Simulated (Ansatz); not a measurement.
# HSE06/aug-cc-pVDZ run of Si2H6 (SMILES [SiH3][SiH3])

Aim: the electronic atomisation energy of Si2H6 at HSE06/aug-cc-pVDZ, from 3 runs. 

The results are computed with Ansatz 0.2.0.

35 further runs of the same task are left out: 7 that didn't finish, 28 set aside as unsound or not needed. Runs told in other sessions of the task aren't counted.

## Step 1: The system as given

Si2H6 has 8 atoms, charge 0, and is taken as a singlet. As SMILES, `[SiH3][SiH3]`. The coordinates come from a PBE0-D4/def2-TZVP relaxation.

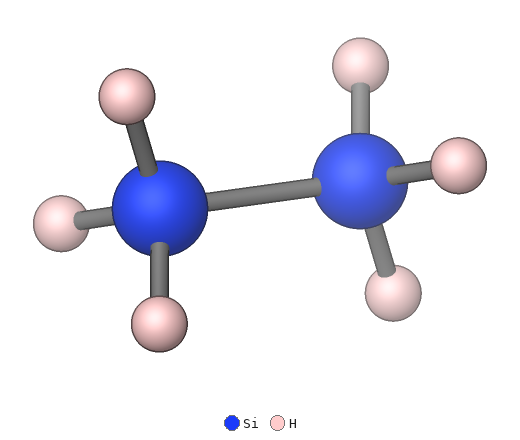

Viewed from a chosen angle; silicon blue, hydrogen pink.

## Step 2: A single-point energy at HSE06/aug-cc-pVDZ

The input, in.yaml:

```yaml
crystal:
  periodic: [false, false, false]
  atoms:
    - {symbol: Si, position_ang: [-0.340500, 0.490200, -1.004900]}
    - {symbol: Si, position_ang: [0.363500, -0.504400, 0.991000]}
    - {symbol: H, position_ang: [0.833900, 0.948200, -1.794900]}
    - {symbol: H, position_ang: [-1.112900, -0.483900, -1.821900]}
    - {symbol: H, position_ang: [-1.208000, 1.664100, -0.717900]}
    - {symbol: H, position_ang: [1.139000, 0.468600, 1.806300]}
    - {symbol: H, position_ang: [1.228100, -1.680500, 0.704000]}
    - {symbol: H, position_ang: [-0.811000, -0.959200, 1.782600]}
basis:
  gaussian: {orbitals: aug-cc-pVDZ}
magnetization: {spin_polarized: false, initial_magnetization: 0}
hamiltonian: {xc: {name: HSE06}}
accuracy: high
output: {orbitals: {seedname: orbitals}}
```

Launch:

```
$ ansatz run in.yaml --threads 1 --pin off --max-ram 3480MiB --events-out events.jsonl --progress --plain --runs-dir runs
```

Output:

```text
Warning: RAYON_NUM_THREADS=1 ignored (pool sized by the plan → 1); use --threads N
Functional definition: HSE06
  name "HSE06"
  parameter a = 0.25
  parameter omega = 0.11/bohr
  exchange = pbe_x - a*pbe_x_sr(omega) + a*exact_x_sr(omega)
  correlation = pbe_c
2209 factors; integrals over basis functions are off by at most 3.3e-9 eV
160 factors; integrals over basis functions are off by at most 1.5e-9 eV
mean field evaluation 1: about -15844.4591 eV, gradient 1.3e1 eV
mean field evaluation 2: about -15845.0170 eV, gradient 7.0e0 eV
mean field evaluation 4: about -15845.2078 eV, gradient 2.7e-1 eV
mean field evaluation 8: about -15845.2341 eV, gradient 1.7e-3 eV
mean field evaluation 16: about -15845.2341 eV, gradient 2.2e-7 eV
mean field -15845.23407839 eV, -582.3016120953 hartree, gradient 7.8e-9 eV, S^2 0.000000; 0 other end points of the search recorded, 0 dependent functions left out
reference -15845.23408667 eV, -582.3016123997 hartree; 17, 17 occupied and 91, 91 virtual orbitals, 2209 factors
Total energy: -15845.23408667 eV, -582.3016123997 hartree
```

Run time: 11 s. Hardware: 1 thread of Arm Neoverse V1, shared host; peak memory 0.39 GiB.

## Step 3: The H atom, same level

The input, job.yaml:

```yaml
crystal:
  periodic: [false, false, false]
  atoms:
    - {symbol: H, position_ang: [0.000000, 0.000000, 0.000000]}
basis:
  gaussian: {orbitals: aug-cc-pVDZ}
magnetization: {spin_polarized: true, initial_magnetization: 1}
hamiltonian: {xc: {name: HSE06}}
accuracy: high
```

Launch:

```
$ ansatz run job.yaml --threads 1 --pin off --max-ram 3480MiB --events-out events.jsonl --progress --plain --runs-dir runs
```

Output:

```text
Warning: RAYON_NUM_THREADS=1 ignored (pool sized by the plan → 1); use --threads N
Functional definition: HSE06
  name "HSE06"
  parameter a = 0.25
  parameter omega = 0.11/bohr
  exchange = pbe_x - a*pbe_x_sr(omega) + a*exact_x_sr(omega)
  correlation = pbe_c
42 factors; integrals over basis functions are off by at most 4.4e-8 eV
23 factors; integrals over basis functions are off by at most 2.8e-10 eV
mean field evaluation 1: about -13.6160 eV, gradient 5.7e-2 eV
mean field evaluation 2: about -13.6153 eV, gradient 3.8e-2 eV
mean field evaluation 4: about -13.6153 eV, gradient 6.8e-6 eV
mean field evaluation 8: about -13.6153 eV, gradient 4.3e-11 eV
mean field -13.61528801 eV, -0.5003526057 hartree, gradient 1.9e-8 eV, S^2 0.750000; 0 other end points of the search recorded, 0 dependent functions left out
reference -13.61529384 eV, -0.5003528198 hartree; 1, 0 occupied and 8, 9 virtual orbitals, 42 factors
Total energy: -13.61529384 eV, -0.5003528198 hartree
```

It took 0.26 s on 1 thread of Arm Neoverse V1, shared host.

## Step 4: The Si atom

The input, molecule.yaml:

```yaml
crystal:
  periodic: [false, false, false]
  atoms:
    - {symbol: Si, position_ang: [0.000000, 0.000000, 0.000000]}
basis:
  gaussian:
    orbitals: aug-cc-pVDZ
magnetization:
  spin_polarized: true
  initial_magnetization: 2
accuracy: high
hamiltonian:
  xc: {name: HSE06}
```

Launch:

```
$ ansatz run molecule.yaml --threads 1 --pin off --max-ram 3480MiB --events-out events.jsonl --progress --plain --runs-dir runs
```

Output:

```text
Warning: RAYON_NUM_THREADS=1 ignored (pool sized by the plan → 1); use --threads N
Functional definition: HSE06
  name "HSE06"
  parameter a = 0.25
  parameter omega = 0.11/bohr
  exchange = pbe_x - a*pbe_x_sr(omega) + a*exact_x_sr(omega)
  correlation = pbe_c
231 factors; integrals over basis functions are off by at most 3.2e-9 eV
64 factors; integrals over basis functions are off by at most 9.8e-10 eV
mean field evaluation 1: about -7870.5760 eV, gradient 2.7e0 eV
mean field evaluation 2: about -7870.6620 eV, gradient 8.5e-1 eV
mean field evaluation 4: about -7870.6684 eV, gradient 1.7e-1 eV
mean field evaluation 8: about -7870.6688 eV, gradient 1.1e-4 eV
mean field evaluation 16: about -7870.6690 eV, gradient 1.4e-1 eV
mean field -7870.66875786 eV, -289.2417419206 hartree, gradient 1.4e-8 eV, S^2 2.005060; 1 other end points of the search recorded, 0 dependent functions left out
reference -7870.66876217 eV, -289.2417420790 hartree; 8, 6 occupied and 19, 21 virtual orbitals, 231 factors
Total energy: -7870.66876217 eV, -289.2417420790 hartree
```

Wall time 1.7 s (1 thread of Arm Neoverse V1, shared host); peak memory 0.094 GiB.

## Step 5: Results

At HSE06/aug-cc-pVDZ:

| quantity | value |
| --- | --- |
| molecule: total energy | -582.30161 Eh |
| molecule: HOMO energy | -7.99 eV |
| molecule: LUMO energy | -0.38 eV |
| molecule: HOMO–LUMO gap | 7.61 eV |
| H atom: total energy | -0.50035 Eh |
| H atom: ⟨S²⟩ | 0.750 |
| Si atom: total energy | -289.24174 Eh |
| Si atom: ⟨S²⟩ | 2.005 |
| electronic atomisation energy | 22.205 eV |

Taking the molecule apart into free atoms costs 22.20 eV (2142 kJ/mol), before zero-point energy and without spin-orbit coupling.
